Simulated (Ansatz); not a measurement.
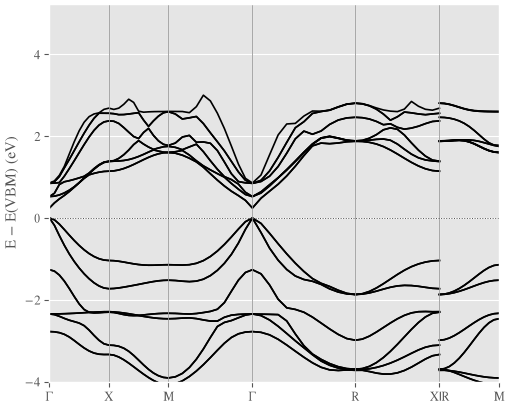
Fig. 1. Band structure from the program Ansatz at the r²SCAN with spin–orbit coupling level (PAW)

Problem. Read off the gap and where the band edges lie.

Solution. About 0.2 eV (0.25 eV by a search for the band edges); maximum at Γ, minimum at Γ.

The material is Ca₃BiP (anti-perovskite, Pm-3m).

The workflow started from a Materials Project entry (that database holds measured and hypothetical structures alike); the Crystallography Open Database copy checked does not list it. Whether it is the stable phase at ambient conditions was not checked. Symmetry was held in the r²SCAN relaxation; its stability against distortions is not shown here.

Potentials: the later of the program's two PAW sets.
